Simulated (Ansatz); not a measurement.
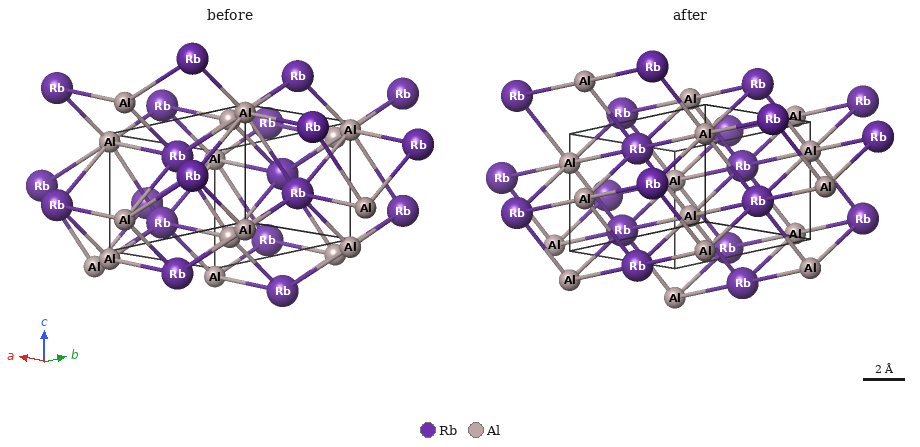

The structure of crystalline RbAl (a generated structure, set up in Pmmn) before (left) and after (right) a relaxation, at one scale.

A ball-and-stick model of the cell of the calculation, reduced to other axes, seen from a free direction. Lengths and directions refer to the drawn axes.

The start is a swapped structure.

Computed with DFT, PAW plane waves, PBE (Ansatz 0.2.0). Settings: plane-wave cutoff 420 eV; k-point mesh 4 × 5 × 6; occupations fermi dirac; smearing width 0.1 eV; no spin polarisation; atoms relaxed in a fixed cell; at most 40 steps.

### Summarise the run.

The energy falls by 30.2 meV per cell of the calculation in 7 geometry steps. The largest force component goes from 0.046 to 0.00038 eV/Å. The largest moves, 1.06 Å, are those of Al atoms. Largest moves by element: Al 1.06 Å, Rb 0.39 Å. The lattice vectors keep their values. Some distances before and after: Al–Rb 5.004 → 4.542 Å, Al–Rb 4.130 → 4.533 Å, Al–Rb 5.285 → 5.078 Å. The space group stays Pmmn (No. 59). Cost: 2.7 min on 2 threads of Arm Neoverse N1 (shared host), peak memory 0.69 GiB.
